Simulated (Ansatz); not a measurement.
# CsSnI3 (Pm-3m): a soft mode frozen in, part 2 of 3

Aim: this structure of CsSnI3 (Pm-3m) is to be tested for unstable modes, and one is followed downhill.

Ansatz 0.2.0; DFT PBEsol, scalar-relativistic, plane waves, PAW; PAW set soft_1.

So far, highest frequency on the path or at a solved wavevector (cm⁻¹): step 2 (phonons on a q mesh) 124. Also lowest frequency on the path (cm⁻¹): step 2 -20.4.

The database entry behind the starting cell lists a temperature of 500 K, so it need not match the best structure at ambient conditions.

## 4. The mode frozen in, largest atomic shift 0.45 Å

The atoms are moved along the unstable eigenvector, the largest shift by 0.45 Å, with the cell fixed.

Input file input.yaml:

```yaml
crystal:
  lattice:
    - [6.136567928, 6.136567928, 0.0]
    - [6.136567928, 0.0, 6.136567928]
    - [6.136567928, 0.0, -6.136567928]
  atoms:
    - { symbol: Cs, position: [0.0, 0.5, 0.5] }
    - { symbol: Cs, position: [0.0, 0.0, 0.0] }
    - { symbol: Sn, position: [0.5, 0.25, 0.75] }
    - { symbol: Sn, position: [0.5, 0.75, 0.25] }
    - { symbol: I, position: [0.551852771, 0.448147229, 0.0] }
    - { symbol: I, position: [0.448147229, 0.051852771, 0.5] }
    - { symbol: I, position: [0.0, 0.551852771, 0.0] }
    - { symbol: I, position: [0.0, -0.051852771, 0.5] }
    - { symbol: I, position: [0.551852771, 0.5, 0.5] }
    - { symbol: I, position: [0.448147229, 0.0, 0.0] }
kpoints:
  mp_grid: { grid: [6, 6, 6] }
hamiltonian:
  xc: pbesol
  pseudopotentials: { kind: paw, azcp: { folder: soft_1 }, xc_functional: pbe }
scf:
  occupations: { method: gaussian, width: 0.01 }
output:
  forces: true
  stress: true
  eigenvalues: true
```

Launch:

```sh
$ ansatz run input.yaml --threads 4 --pin off --max-ram 10240MiB --backend cpu --events-out ev --progress --plain --runs-dir out
```

Numbers of over 12 decimals in the logs are rounded to 6 here.

The program printed:

```text
[...]
Crystal: 10 atoms, lattice volume = 462.175 Å³
Basis set: ecut = 420 eV, 9185 PW (Γ), exchange–correlation on 120×120×120 points (8 copies of the dense FFT grid, shifted against one another)
Bands: 89, of which v1, the nominal top of the filled ones, is band 74 counted from 1 (73 counted from 0)
Symmetry: 12 space group operations
[...]
k-points: 32 of 216
[...]
k-point 0: bands = [... 70 lower, 3.6723, 3.6723, 3.7025, 5.4703, 5.8719, 5.8719, 5.9608, 7.7878, ... 8 higher]
  k-point 1: bands = [... 70 lower, 3.5869, 3.5869, 3.6992, 4.8418, 6.2167, 6.2167, 6.6000, 8.0047, ... 8 higher]
  k-point 2: bands = [... 70 lower, 3.4692, 3.4692, 3.6674, 4.1267, 7.0006, 7.0006, 7.4026, 8.4359, ... 8 higher]
  k-point 31: bands = [... 70 lower, 3.4329, 3.4329, 3.9498, 3.9498, 6.7249, 6.7249, 8.0189, 8.0189, ... 8 higher]
[key lines of the parts left out:]
SCF converged after 9 iterations
Free energy (F): -67675.200924 eV
Fermi energy:    5.670991 eV
P = ⅓ Tr σ = -0.2250 GPa (-2.250 kbar)
```

Wall time 17 s (4 threads of Arm Neoverse V2, shared host); peak memory 1.7 GiB.

Numbers from this step:

- pressure: -0.2250 GPa
- gap on the k-mesh: 0.4016 eV
- energy from the undistorted cell: -4.517 meV/atom

The energy, extrapolated to zero smearing, is -4.52 meV/atom against the undistorted cell.

The run ends at a pressure of -0.23 GPa, with forces up to 0.010 eV/Å.

## 5. Energy along the mode, all amplitudes (two of the runs are shown above)

An imaginary frequency means negative curvature, so the energy should fall and then rise again as anharmonic terms take over.

This step gave:

```yaml
depth_at_the_lowest_point_sampled: 4.517 meV/atom
largest_atomic_shift_at_that_point: 0.45 Å
```

The energy from the parent by largest atomic shift:

```tsv
largest atomic shift (Å)	energy from the parent (meV/atom)
0.000	0
0.040	-0.081
0.080	-0.321
0.140	-0.947
0.220	-2.14
0.320	-3.75
0.450	-4.52
0.600	0.222
```

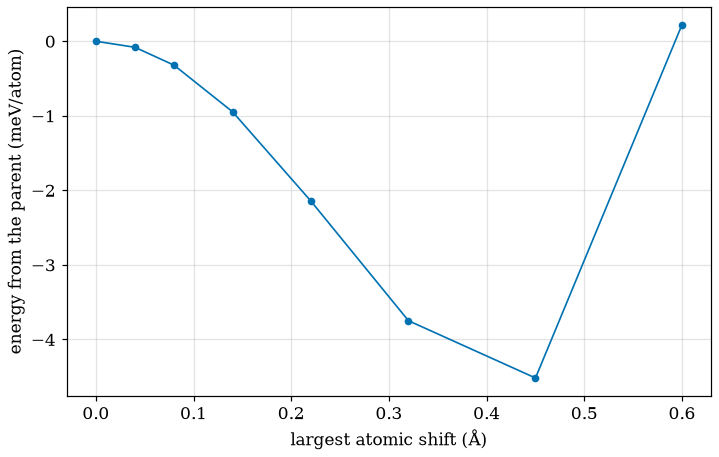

Energy from the parent against largest atomic shift.

Displacement at unit largest shift by atom:

```tsv
atom	x (Å)	y (Å)	z (Å)	size
Cs1	0.000	0.000	0.000	0.000
Cs2	0.000	0.000	0.000	0.000
Sn3	0.000	0.000	0.000	0.000
Sn4	0.000	0.000	0.000	0.000
I5	0.000	0.707	-0.707	1.000
I6	0.000	-0.707	0.707	1.000
I7	0.707	0.000	0.707	1.000
I8	-0.707	0.000	-0.707	1.000
I9	0.707	0.707	0.000	1.000
I10	-0.707	-0.707	0.000	1.000
```

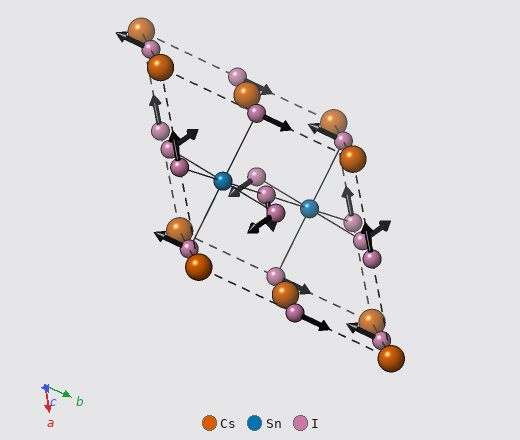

Displacement at unit largest shift as arrows, the longest 1.000 Å. Some periodic images of atoms are drawn too.

The lowest of the steps tried is at 0.45 Å, 4.52 meV/atom below the parent; the bottom of the well need not coincide with a step.

## 6. Relaxing from the distorted cell

Starting from the lowest point found, all atoms and the cell are let go, so that strain and other modes of the same symmetry can join in.

input.yaml: that of step 4 with these lines changed.

```diff
@@ -27 +27,6 @@
   eigenvalues: true
+relax:
+  adjacent_minimum: "off"
+  f_tol: 0.002
+  max_steps: 120
+  cell: { stress_tol: 0.03 }
```

The program printed:

```text
[...]
Crystal: 10 atoms, lattice volume = 462.175 Å³
Basis set: ecut = 420 eV, 9185 PW (Γ), exchange–correlation on 120×120×120 points (8 copies of the dense FFT grid, shifted against one another)
Bands: 89, of which v1, the nominal top of the filled ones, is band 74 counted from 1 (73 counted from 0)
Symmetry: 12 space group operations
[...]
k-points: 32 of 216
[...]
SCF iter   1: F=—  HF=-67678.350309 eV  |F-HF|=—  |Δ(HF+E_count)|=         —  Δρ=2.58e-2  dr2=7.24e0  ethr=3.10e-3  ⟨swp⟩=7.9  Hψ=12005  notcnv=0  defer=25
[...]
SCF iter   9: F=-67675.200924 eV  HF=-67675.200924 eV  |F-HF|=4.36e-8  |Δ(HF+E_count)|=   5.21e-7  Δρ=1.84e-6  dr2=2.82e-8  ethr=6.76e-11  ⟨swp⟩=18.0  Hψ=18333  notcnv=0
SCF 1 converged in 9 iterations: F = -67675.200924 eV  dr2 = 2.82e-8
[...]
relax step   1: F+E_penalty+E_count = -67675.20092356 eV  Δ(F+E_penalty+E_count) = +0.000e0 eV  max|allowed force component| = 7.263e-3 eV/Å  Δτ_max = 0.0000 Å  P = -0.225 GPa  Ω = 462.175 Å³  (9 SCF iters, dr2 threshold 1.00e-7 eV, accepted)
Crystal: 10 atoms, lattice volume = 458.942 Å³
Basis set: ecut = 420 eV, 8999 PW (Γ), exchange–correlation on 120×120×120 points (8 copies of the dense FFT grid, shifted against one another)
[...]
SCF iter   5: F=-67675.206884 eV  HF=-67675.206884 eV  |F-HF|=5.36e-8  |Δ(HF+E_count)|=   7.09e-8  Δρ=2.62e-6  dr2=3.36e-8  ethr=2.50e-10  ⟨swp⟩=9.9  Hψ=14232  notcnv=0
SCF 2 converged in 5 iterations: F = -67675.206884 eV  dr2 = 3.36e-8
[...]
relax step   2: F+E_penalty+E_count = -67675.20688438 eV  Δ(F+E_penalty+E_count) = -5.961e-3 eV  max|allowed force component| = 3.823e-3 eV/Å  Δτ_max = 0.0014 Å  P = -0.107 GPa  Ω = 458.942 Å³  energy of the carried Pulay correction = +1.947e-4 eV  (5 SCF iters, dr2 threshold 3.70e-7 eV, accepted)
Crystal: 10 atoms, lattice volume = 454.951 Å³
Basis set: ecut = 420 eV, 8903 PW (Γ), exchange–correlation on 120×120×120 points (8 copies of the dense FFT grid, shifted against one another)
[...]
SCF iter   5: F=-67675.211491 eV  HF=-67675.211491 eV  |F-HF|=1.20e-7  |Δ(HF+E_count)|=   1.38e-7  Δρ=4.04e-6  dr2=8.15e-8  ethr=9.41e-11  ⟨swp⟩=8.5  Hψ=16069  notcnv=0
SCF 3 converged in 5 iterations: F = -67675.211491 eV  dr2 = 8.15e-8
[...]
relax step   3: F+E_penalty+E_count = -67675.21149148 eV  Δ(F+E_penalty+E_count) = -4.607e-3 eV  max|allowed force component| = 3.370e-3 eV/Å  Δτ_max = 0.0032 Å  P = +0.038 GPa  Ω = 454.951 Å³  energy of the carried Pulay correction = +4.370e-4 eV  (5 SCF iters, dr2 threshold 1.39e-7 eV, accepted)
[...]
relax step   4: F+E_penalty+E_count = -67675.21220286 eV  Δ(F+E_penalty+E_count) = -7.114e-4 eV  max|allowed force component| = 2.465e-4 eV/Å  Δτ_max = 0.0204 Å  P = +0.021 GPa  Ω = 454.828 Å³  energy of the carried Pulay correction = +4.445e-4 eV  (6 SCF iters, dr2 threshold 7.91e-9 eV, accepted)
[...]
SCF iter   6: F=-67675.211755 eV  HF=-67675.211755 eV  |F-HF|=4.37e-11  |Δ(HF+E_count)|=  3.93e-10  Δρ=2.83e-8  dr2=4.65e-12  ethr=1.00e-12  ⟨swp⟩=6.8  Hψ=11699  notcnv=0
SCF 5 converged in 6 iterations: F = -67675.211755 eV  dr2 = 4.65e-12
relax step   5: F+E_penalty+E_count = -67675.21175509 eV  Δ(F+E_penalty+E_count) = +4.478e-4 eV  max|allowed force component| = 2.365e-4 eV/Å  Δτ_max = 0.0000 Å  P = +0.022 GPa  Ω = 454.828 Å³  stress off target by 2.76e-2 GPa  SCF on the basis re-selected at this cell (its energy is not comparable with the rows above)  (6 SCF iters)
basis re-selected at this cell: Δ(F+E_penalty+E_count) = +4.478e-4 eV, ΔP = +0.000 GPa vs the last step (what re-selecting the basis moved, of the pressure what is left beyond the Pulay correction that the steps carried, after the strain that the cell walked since its last selection, with what the two solves' SCF thresholds leave and, on support functions, any second-order correction that the steps lacked; it is no m [...]
SCF converged after 6 iterations
Free energy (F): -67675.211755 eV
[...]
Internal energy: -67675.211755 eV  (E = F + TS)
E sigma→0 (E₀):  -67675.211755 eV
Fermi energy:    5.881084 eV
[...]
--- Forces (eV/Å), atoms counted from 1 ---
  atom   1  Cs     0.00000000     0.00000000     0.00000000
  atom   2  Cs    -0.00000000    -0.00000000    -0.00000000
  atom   3  Sn    -0.00000000     0.00000000     0.00000000
  atom   4  Sn    -0.00000000     0.00000000    -0.00000000
  atom   5  I     -0.00000000    -0.00023650     0.00023650
  atom   6  I      0.00000000     0.00023650    -0.00023650
  atom   7  I     -0.00023650    -0.00000000    -0.00023650
  atom   8  I      0.00023650     0.00000000     0.00023650
  atom   9  I     -0.00023650    -0.00023650     0.00000000
  atom  10  I      0.00023650     0.00023650     0.00000000
  max |Σ_I F_I| component: 6.23e-19 eV/Å
--- Stress (GPa, compression-positive) ---
        0.021572       0.006068       0.006068
        0.006068       0.021572      -0.006068
        0.006068      -0.006068       0.021572
  P = ⅓ Tr σ = 0.0216 GPa (0.216 kbar)
--- Band table (eV; the first three rows and the last of 32) ---
  k-point 0: bands = [... 70 lower, 3.8232, 3.8232, 3.8736, 5.6894, 6.0730, 6.0730, 6.1016, 7.9603, ... 11 higher]
  k-point 1: bands = [... 70 lower, 3.7178, 3.7178, 3.8723, 5.0360, 6.4255, 6.4255, 6.7598, 8.1857, ... 11 higher]
  k-point 2: bands = [... 70 lower, 3.5746, 3.5746, 3.8353, 4.3130, 7.2219, 7.2219, 7.5592, 8.6152, ... 11 higher]
  k-point 31: bands = [... 70 lower, 3.5934, 3.5934, 4.1357, 4.1357, 6.9092, 6.9092, 8.2113, 8.2113, ... 11 higher]
--- Relaxed structure (4 steps of the walk, 4 accepted, 1 SCFs on fresh bases) ---
  F+E_penalty+E_count = -67675.21175509 eV   max|allowed force component| = 2.365e-4 eV/Å   (the final SCF, on the basis selected at the relaxed cell)
  cell:  # Å, volume = 454.8277 Å³
    - [6.158538, 6.158538, 0.0]
    - [6.158538, 0.0, 6.158538]
    - [6.050180, 0.108358, -6.050180]
  atoms:
    - { symbol: Cs, position: [-3.2526065174565133e-19, 0.500000, 0.500000] }
    - { symbol: Cs, position: [0, 0, 0] }
    - { symbol: Sn, position: [0.500000, 0.250000, 0.750000] }
    - { symbol: Sn, position: [0.500000, 0.750000, 0.250000] }
    - { symbol: I, position: [0.553683, 0.446317, 2.7755575615628914e-17] }
    - { symbol: I, position: [0.446317, 0.053683, 0.5] }
    - { symbol: I, position: [0.0, 0.553683, 0.0] }
    - { symbol: I, position: [0.0, -0.053683, 0.5] }
    - { symbol: I, position: [0.553683, 0.5, 0.500000] }
    - { symbol: I, position: [0.446317, 0, 0] }
```

The job ended after 87 s (4 threads; peak memory 1.7 GiB).

The steps of the relaxation:

```tsv
step	energy less that of the first step (eV)	largest force component (eV/Å)	pressure (GPa)	volume (Å³)
1	0.0000	0.0073	-0.23	462.18
2	-0.0060	0.0038	-0.11	458.94
3	-0.0106	0.0034	0.04	454.95
4	-0.0113	0.0002	0.02	454.83
5*	-0.0108	0.0002	0.02	454.83
```

Relaxation steps marked * repeat the geometry before them on a plane-wave basis chosen anew for their cell, so energy and pressure can jump there.

Forces are held to the 12 operations that the run works with; a distortion that breaks them can't arise in this run.

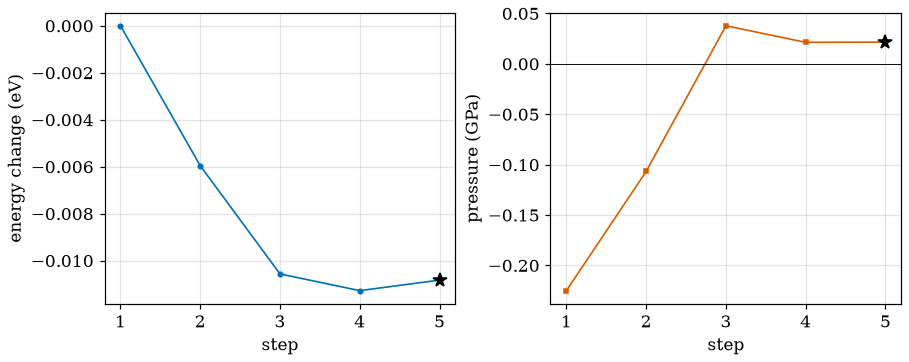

Energy and pressure along the relaxation. Stars mark steps on a basis chosen anew.

```tsv
conventional cell, symmetrised	before	after	change
a (Å)	8.678	8.709	+0.4 %
b (Å)	8.678	8.709	+0.4 %
c (Å)	21.258	20.771	-2.3 %
volume (Å³/atom)	46.22	45.48	-1.6 %
```

The atoms that moved most (Å, as changes of fractional coordinates times the final cell):

```tsv
atom	dx	dy	dz	length
I8	-0.011	0.000	-0.011	0.016
I7	0.011	0.000	0.011	0.016
I10	-0.011	-0.011	0.000	0.016
I9	0.011	0.011	0.000	0.016
I6	0.000	-0.011	0.011	0.016
I5	0.000	0.011	-0.011	0.016
```

Numbers from this step:

* pressure: 0.02157 GPa
* gap on the k-mesh: 0.3836 eV
* volume per atom: 45.48 Å³

The distorted start has space group R-3c; the relaxation ends in R-3c.

## 7. The new phase in its own primitive cell

The relaxed structure is symmetrised, reduced to its primitive cell and relaxed tightly, as its phonons need.

Input file input.yaml:

```yaml
crystal:
  lattice:
    - [4.3547441626, 2.5142127146, 6.923585038]
    - [-4.3547441626, 2.5142127146, 6.923585038]
    - [0.0, -5.0284254291, 6.923585038]
  atoms:
    - { symbol: Cs, position: [0.25, 0.25, 0.25] }
    - { symbol: Cs, position: [0.75, 0.75, 0.75] }
    - { symbol: Sn, position: [0.5, 0.5, 0.5] }
    - { symbol: Sn, position: [0.0, 0.0, 0.0] }
    - { symbol: I, position: [0.75, 0.3036826449, 0.1963173551] }
    - { symbol: I, position: [0.25, 0.6963173551, 0.8036826449] }
    - { symbol: I, position: [0.3036826449, 0.1963173551, 0.75] }
    - { symbol: I, position: [0.6963173551, 0.8036826449, 0.25] }
    - { symbol: I, position: [0.8036826449, 0.25, 0.6963173551] }
    - { symbol: I, position: [0.1963173551, 0.75, 0.3036826449] }
kpoints:
  mp_grid: { grid: [6, 6, 6] }
hamiltonian:
  xc: pbesol
  pseudopotentials: { kind: paw, azcp: { folder: soft_1 }, xc_functional: pbe }
scf:
  occupations: { method: fixed }
output:
  forces: true
  stress: true
  eigenvalues: true
relax:
  adjacent_minimum: "off"
  f_tol: 0.001
  max_steps: 60
  cell: { stress_tol: 0.01 }
```

The program printed:

```text
[...]
Crystal: 10 atoms, lattice volume = 454.828 Å³
Basis set: ecut = 420 eV, 8915 PW (Γ), exchange–correlation on 120×120×120 points (8 copies of the dense FFT grid, shifted against one another)
Bands: 89, of which v1, the nominal top of the filled ones, is band 74 counted from 1 (73 counted from 0)
Symmetry: 12 space group operations
[...]
k-points: 32 of 216
[...]
- { symbol: Sn, position: [0.5, 0.5, 0.500000] }
    - { symbol: Sn, position: [0, 0, 0] }
    - { symbol: I, position: [0.750000, 0.303651, 0.196349] }
    - { symbol: I, position: [0.250000, 0.696349, 0.803651] }
    - { symbol: I, position: [0.303651, 0.196349, 0.75] }
    - { symbol: I, position: [0.696349, 0.803651, 0.250000] }
    - { symbol: I, position: [0.803651, 0.250000, 0.696349] }
    - { symbol: I, position: [0.196349, 0.75, 0.303651] }
[key lines of the parts left out:]
SCF converged after 6 iterations
Free energy (F): -67675.211812 eV
Fermi energy:    5.670975 eV
P = ⅓ Tr σ = -0.0017 GPa (-0.017 kbar)
```

Wall time 72 s (4 threads); peak memory 1.7 GiB.

Little changed from the start: no atom moved by 0.005 Å and no cell edge by 0.1 %.

Numbers from this step:

```yaml
pressure: -0.001654 GPa
gap_on_the_k_mesh: 0.3896 eV
volume_per_atom: 45.54 Å³
direct_gap_on_mesh: 0.3896 eV
```

The largest force component left is 0.079 meV/Å and the pressure is -0.002 GPa, within the tolerances set. The cell now holds 45.54 Å³/atom.

(Continued in part 3 of 3.)

[Logs are printed without paths, hosts, clocks, repeated set-up lines and the standing remarks that a program may print on its own settings, such as how far it seeks lower states.]

[Hosts, paths, dates, database ids (printed as entryN), source tags and the programs' standing remarks are cut or masked in the printed files.]
